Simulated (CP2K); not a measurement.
Band structure of Li (Im-3m, 1 atom in the cell).

```xyz
1
Lattice="3.0224 0.0000 0.0000 -1.0075 2.8496 0.0000 -1.0075 -1.4248 2.4678" Properties=species:S:1:pos:R:3 pbc="T T T"
Li     0.0000     0.0000     0.0000
```

Method: CP2K with PBE, GPW, DZVP-MOLOPT-SR-GTH basis, GTH-PBE potentials (GTH_POTENTIALS).

Settings: CUTOFF = 400 Ry; REL_CUTOFF = 50 Ry; SMEAR/METHOD = GAUSSIAN; SIGMA = 0.136 eV; KPOINTS/SCHEME = MONKHORST-PACK 11 11 11; XC_FUNCTIONAL = PBE; Li/BASIS_SET = DZVP-MOLOPT-SR-GTH-q3; Li/POTENTIAL = GTH-PBE-q3; METHOD = GPW; EPS_DEFAULT = 1e-10; EXTRAPOLATION = USE_GUESS; NGRIDS = 4; SCF_GUESS = ATOMIC; EPS_SCF = 1e-06.

The starting cell has typed, rounded lattice constants, without a prior relaxation at this level. Values carry the incompleteness of an atom-centred basis.

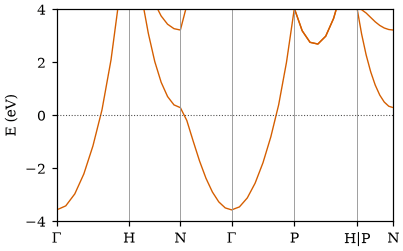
Fig. 1. Bands along the path, energies from the Fermi level.

Levels in eV from the Fermi level, bands 1 to 3:
```json
[
 {"point": "Γ", "1": "-46.56", "2": "-3.56", "3": "18.27"},
 {"point": "H", "1": "-46.53", "2": "6.33", "3": "6.33"},
 {"point": "N", "1": "-46.54", "2": "0.29", "3": "3.22"},
 {"point": "P", "1": "-46.54", "2": "4.04", "3": "4.04"}
]
```

Bands cross the Fermi level along this path, so the cell is metallic at this level.

Higher empty bands are left out: an atom-centred basis made for the valence describes them poorly.
